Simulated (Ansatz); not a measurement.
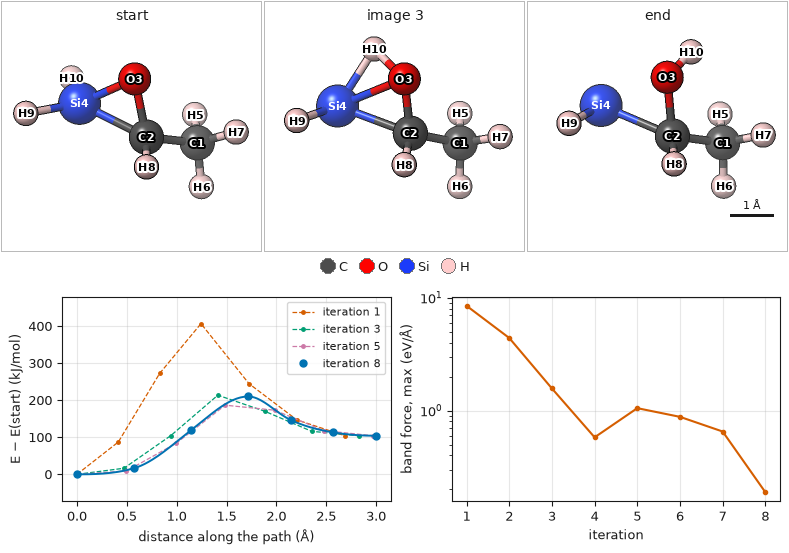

NEB run on C2H6OSi. Images are numbered from 0 (start) to 6 (end). The plot follows the band through its iterations. The picture is a ball-and-stick view, seen from a free direction.

Computed with RKS B3LYP-D4/def2-SVP in Ansatz 0.2.0. Settings: 5 movable images; climbing image; force threshold 0.2 eV/Å; iteration limit 60; starting path through a guess of the saddle point.

Judge this run.

Answer. The run is converged, with reservations. The band converged in 8 iterations. The largest component of the band force went from 8.5 to 0.19 eV/Å. The climbing image converged on the top of the path. Its curvatures weren't checked. The force threshold is loose. The first iteration put the highest image at 406.7 kJ/mol. The highest point, image 3, lies 210.1 kJ/mol above the start and 105.9 kJ/mol above the end; the end is at +104.2 kJ/mol relative to the start.

The run took 67 s on 2 threads of Intel(R) Xeon(R) CPU @ 2.60GHz (Ice Lake), with other jobs on the host, peak memory 0.2 GiB.
